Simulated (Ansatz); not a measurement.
C₂H₈Ge₂O

The calculation's input:

```
crystal:
  periodic: [false, false, false]
  atoms:
    - { symbol: C, position_ang: [2.5635, 0.7861, 0.3429] }
    - { symbol: C, position_ang: [1.9843, -0.3974, 0.1463] }
    - { symbol: Ge, position_ang: [0.1454, -0.5107, -0.404] }
    - { symbol: O, position_ang: [-0.889, 0.2687, 0.8324] }
    - { symbol: Ge, position_ang: [-2.5571, 0.1287, 0.1971] }
    - { symbol: H, position_ang: [2.0086, 1.7074, 0.1965] }
    - { symbol: H, position_ang: [3.6019, 0.8381, 0.6535] }
    - { symbol: H, position_ang: [2.5503, -1.3109, 0.2964] }
    - { symbol: H, position_ang: [-0.2466, -2.0032, -0.5556] }
    - { symbol: H, position_ang: [-0.018, 0.2153, -1.7645] }
    - { symbol: H, position_ang: [-2.9311, -1.3654, 0.0157] }
    - { symbol: H, position_ang: [-2.6701, 0.8688, -1.161] }
    - { symbol: H, position_ang: [-3.5421, 0.7744, 1.2045] }
basis:
  gaussian:
    orbitals: def2-SVPD
hamiltonian:
  xc: b3lyp
output:
  orbitals: {}
  forces: true
```

Command:

```sh
python energy_c2h8ge2o.py
```

Not at a stationary point (largest force 1.6 eV/Å).

Theory: SCF B3LYP, Gaussian basis (Ansatz).

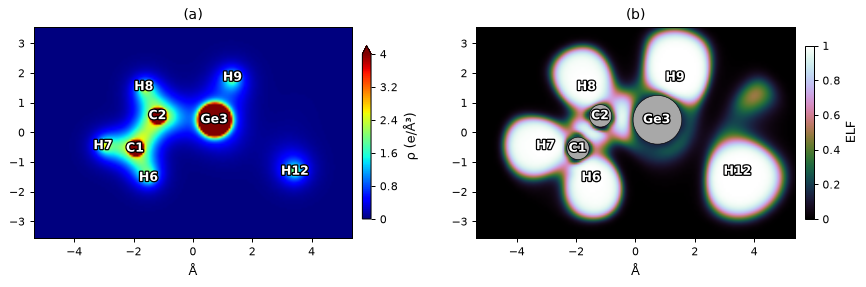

Figure 1. (a) total electron density; (b) ELF on the plane of atoms Ge3, C2 and H8. Grey discs cover the atomic cores in the ELF map.

What do the fields say about this system?

Answer. Atoms in the plane: C, Ge and H. C–C (1.33 Å): the density is about 2.3 e/Å³ at the midpoint; the ELF peaks at about 0.95 between the atoms; a short, multiple covalent bond. C–Ge (1.92 Å): the density is about 0.94 e/Å³ at the midpoint; the ELF peaks at about 0.95 in the valence shell of C, 0.7 Å from its nucleus, and is about 0.70 at the midpoint. C–H (1.09 Å): the density is about 2 e/Å³ at the midpoint; the ELF climbs to about 1 towards the hydrogen, as it does in any bond to H: a covalent bond by its length. Ge–H (1.55 Å): ρ is about 1 e/Å³ halfway; the ELF climbs to about 1 towards the hydrogen.

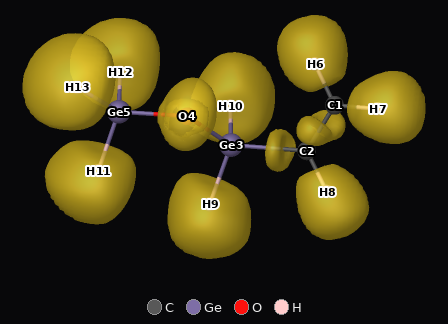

Figure 2. Isosurface of the electron localisation function at 0.8 (yellow), seen at a tilt. Only the valence region is drawn (cores and ρ < 0.01 e/Å³ removed).

Identify the bonds, lone pairs and shells in this picture.

Answer. At this value the surface marks out one region between bonded C–C atoms (shared pairs), eight regions around hydrogen nuclei, one lobe of the valence shell of C pointing towards Ge (polar bonds) and one region wrapped around O (its valence shell). Along the contacts the grid gives the following. Ge–O (1.79 Å): the ELF peaks at about 0.85 in the valence shell of O, 0.6 Å from its nucleus, and is about 0.35 at the midpoint.

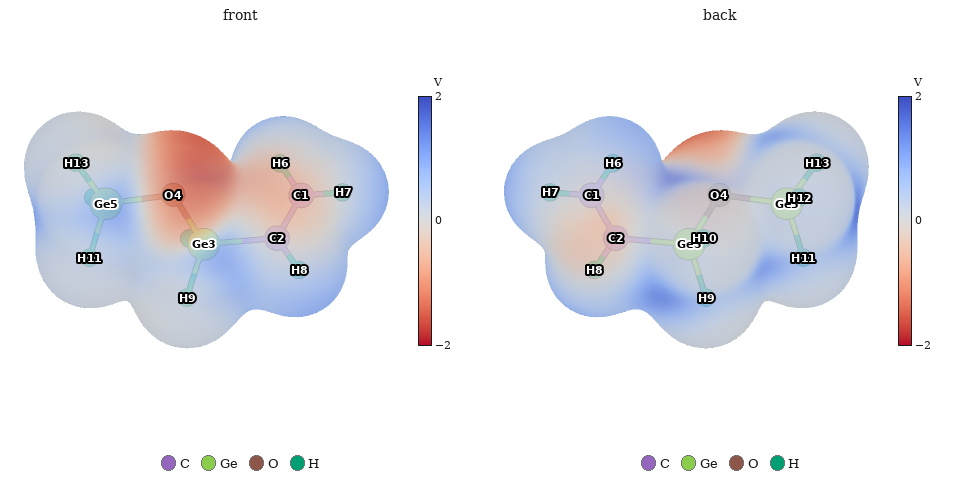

Figure 3. The electrostatic potential painted on the density surface at 0.002 e/bohr³, seen from the front and from behind; red is negative and blue positive.

Describe the electrostatic potential map.

Answer. The most negative region (about −1.5 V) lies over O4, the most positive (about +1.4 V) over Ge3 and Ge5. O4 is the likeliest acceptor of a hydrogen bond.
